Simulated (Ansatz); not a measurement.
**C3H10OSi (trimethylsilanol) at CCSD/6-31G(d) (spherical functions)**

What is the vertical ionisation energy of C3H10OSi (trimethylsilanol) at CCSD/6-31G* (spherical functions)? 

The calculation is run with Ansatz 0.2.0.

78 further runs of the same task are left out: 1 that didn't finish, 77 set aside as unsound or not needed.

### Step 1. The structure to begin with

C3H10OSi has 15 atoms, charge 0, and is taken as a singlet. As SMILES, `C[Si](C)(C)O`. The shape is that of a PBE0-D4/def2-TZVP optimisation. This is one conformer, not always the lowest.

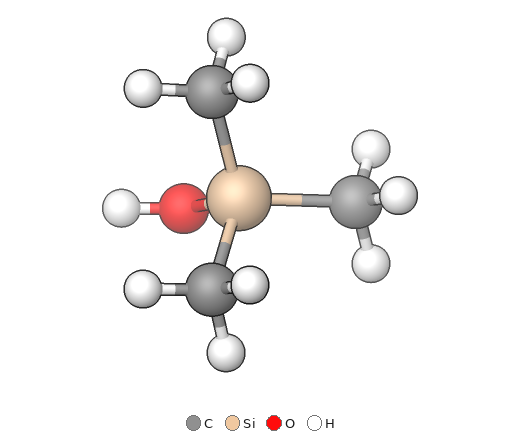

The structure, seen from a chosen angle (carbon grey, silicon light orange, oxygen red, hydrogen white).

### Step 2. The energy at CCSD/6-31G(d) (spherical functions)

Contents of in.yaml:

```yaml
crystal:
  periodic: [false, false, false]
  atoms:
    - symbol: C
      position_ang: [-1.759880, 0.191150, 0.071540]
    - symbol: Si
      position_ang: [0.089930, 0.200980, -0.204700]
    - symbol: C
      position_ang: [0.959910, 0.370300, 1.442320]
    - symbol: C
      position_ang: [0.639300, -1.339490, -1.093220]
    - symbol: O
      position_ang: [0.516200, 1.448090, -1.213440]
    - symbol: H
      position_ang: [-2.095970, 1.106050, 0.568270]
    - symbol: H
      position_ang: [-2.057470, -0.651720, 0.702020]
    - symbol: H
      position_ang: [-2.296730, 0.107790, -0.876880]
    - symbol: H
      position_ang: [0.664600, 1.288070, 1.959260]
    - symbol: H
      position_ang: [2.044780, 0.393380, 1.311290]
    - symbol: H
      position_ang: [0.718200, -0.468650, 2.101280]
    - symbol: H
      position_ang: [0.405110, -2.234400, -0.510590]
    - symbol: H
      position_ang: [1.717690, -1.322690, -1.268870]
    - symbol: H
      position_ang: [0.142180, -1.426990, -2.062380]
    - symbol: H
      position_ang: [0.312140, 2.338130, -0.925910]
basis:
  gaussian:
    orbitals: 6-31G_st_-spherical.json
accuracy: high
correlation:
  method: ccsd
  frozen_orbitals: {C: 1, H: 0, O: 1, Si: 5}
scf:
  omitted_lower_state_checks: [cluster_reference, increment]
total_charge: 0
```

The basis set 6-31G* is read from a file made from the Basis Set Exchange's data (not shown).

The run is started by

```bash
$ ansatz run in.yaml --threads 1 --pin off --max-ram 3480MiB --events-out events.jsonl --progress --plain --runs-dir runs
```

What it wrote, shortened:

```text
Warning: RAYON_NUM_THREADS=1 ignored (pool sized by the plan → 1); use --threads N
Functional definition: HF
  name "HF"
[...]
2345 factors; integrals over basis functions are off by at most 3.8e-9 eV
[...]
mean field -13150.60869440 eV, -483.2759557166 hartree, gradient 8.4e-8 eV, S^2 0.000000; 0 other end points of the search recorded, 0 dependent functions left out
9 core orbitals not correlated: weight in the atoms' cores, before any rotation towards them, 1.000 or more for the frozen orbitals, at most 0.000 for the correlated occupied ones
reference -13150.60869440 eV, -483.2759557166 hartree; 16, 16 occupied and 69, 69 virtual orbitals, 2345 factors
second order -17.73034838 eV of doubles, -0.00000000 eV of singles
cycle   1  -18.74821136 eV  change    -1.0e0 eV  update   9.3e-2
[...]
cycle  20  -19.34606126 eV  change  -6.4e-10 eV  update  5.7e-10
Total energy: -13169.95475566 eV, -483.9869103545 hartree
Checks for a lower state left out: cluster_reference, increment
```

Run time: 31 s. Hardware: 1 thread of Arm Neoverse V2, shared host; peak memory 0.66 GiB.

### Step 3. The doublet cation

Contents of job.yaml:

```yaml
crystal:
  periodic: [false, false, false]
  atoms:
    - {symbol: C, position_ang: [-1.759880, 0.191150, 0.071540]}
    - {symbol: Si, position_ang: [0.089930, 0.200980, -0.204700]}
    - {symbol: C, position_ang: [0.959910, 0.370300, 1.442320]}
    - {symbol: C, position_ang: [0.639300, -1.339490, -1.093220]}
    - {symbol: O, position_ang: [0.516200, 1.448090, -1.213440]}
    - {symbol: H, position_ang: [-2.095970, 1.106050, 0.568270]}
    - {symbol: H, position_ang: [-2.057470, -0.651720, 0.702020]}
    - {symbol: H, position_ang: [-2.296730, 0.107790, -0.876880]}
    - {symbol: H, position_ang: [0.664600, 1.288070, 1.959260]}
    - {symbol: H, position_ang: [2.044780, 0.393380, 1.311290]}
    - {symbol: H, position_ang: [0.718200, -0.468650, 2.101280]}
    - {symbol: H, position_ang: [0.405110, -2.234400, -0.510590]}
    - {symbol: H, position_ang: [1.717690, -1.322690, -1.268870]}
    - {symbol: H, position_ang: [0.142180, -1.426990, -2.062380]}
    - {symbol: H, position_ang: [0.312140, 2.338130, -0.925910]}
basis:
  gaussian: {orbitals: 6-31G_st_-spherical.json}
total_charge: 1
magnetization: {spin_polarized: true, initial_magnetization: 1}
correlation: {method: ccsd, frozen_orbitals: {C: 1, H: 0, O: 1, Si: 5}}
accuracy: high
scf: {omitted_lower_state_checks: [cluster_reference, increment]}
```

The basis set 6-31G* is read from a file made from the Basis Set Exchange's data (not shown).

The run is started by

```bash
$ ansatz run job.yaml --threads 1 --pin off --max-ram 3480MiB --events-out events.jsonl --progress --plain --runs-dir runs
```

What it wrote, shortened:

```text
Warning: RAYON_NUM_THREADS=1 ignored (pool sized by the plan → 1); use --threads N
[... 2 set-up lines as earlier in the session ...]
[...]
2344 factors; integrals over basis functions are off by at most 3.8e-9 eV
[...]
mean field -13140.71185736 eV, -482.9122536638 hartree, gradient 2.8e-8 eV, S^2 0.768314; 10 other end points of the search recorded, 0 dependent functions left out
9 core orbitals not correlated: weight in the atoms' cores, before any rotation towards them, 1.000 or more for the frozen orbitals, at most 0.000 for the correlated occupied ones
reference -13140.71185736 eV, -482.9122536638 hartree; 16, 15 occupied and 69, 70 virtual orbitals, 2344 factors
second order -16.70264579 eV of doubles, -0.00000000 eV of singles
cycle   1  -17.90806927 eV  change    -1.2e0 eV  update   1.3e-1
[...]
cycle  35  -19.16984875 eV  change   -1.5e-9 eV  update  9.0e-10
Total energy: -13159.88170611 eV, -483.6167326114 hartree
Checks for a lower state left out: cluster_reference, increment
```

Run time: 3.3 min. Hardware: 1 thread of Arm Neoverse V2, shared host; peak memory 1.4 GiB.

### Step 4. Results

Level: CCSD/6-31G* (spherical functions), 9 core orbitals frozen.

| quantity | value |
| --- | --- |
| singlet C3H10OSi: total energy | -483.98691 Eh |
| singlet C3H10OSi: correlation energy (9 core orbitals frozen) | -711.0 mEh |
| singlet C3H10OSi: T1 diagnostic | 0.010 |
| doublet cation: total energy | -483.61673 Eh |
| doublet cation: correlation energy (9 core orbitals frozen) | -704.5 mEh |
| doublet cation: ⟨S²⟩ of the reference determinant | 0.768 |
| doublet cation: T1 diagnostic | 0.088 |
| vertical ionisation energy (to the doublet cation) | 10.073 eV |

The vertical ionisation energy comes to 10.07 eV (232 kcal/mol). The T1 diagnostic (doublet cation) of 0.088 is above the customary mark for such species, so a single reference may not serve.
